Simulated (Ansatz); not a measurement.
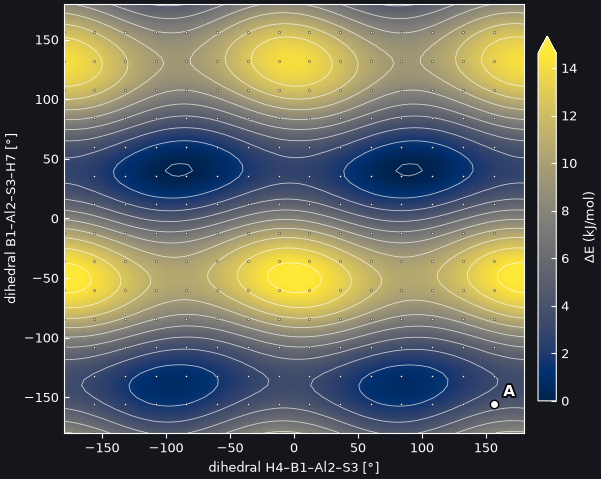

AlBH₅S, SMILES [BH2][AlH][SH2+], charge +1. The first coordinate is: dihedral H4–B1–Al2–S3; the second: dihedral B1–Al2–S3–H7. Nothing is relaxed (all other coordinates rigid). The scan uses a 15 × 15 grid. Points are written as (first, second). All energies are given in kJ/mol relative to the lowest grid point. Level of theory: RHF/def2-TZVP (Ansatz).

Drawn: a smooth colour map with a few white contour lines, dots at the grid points, one colour for all values above the top of the scale, the point A. Between grid points the surface is interpolated.

Which way does the force act at A, and how strong is it?

A, at (156°, −156°), is not a stationary point. The computed force is 0.029 kJ/mol for each degree towards smaller values of dihedral H4–B1–Al2–S3 and 0.11 kJ/mol for each degree towards larger values of dihedral B1–Al2–S3–H7.
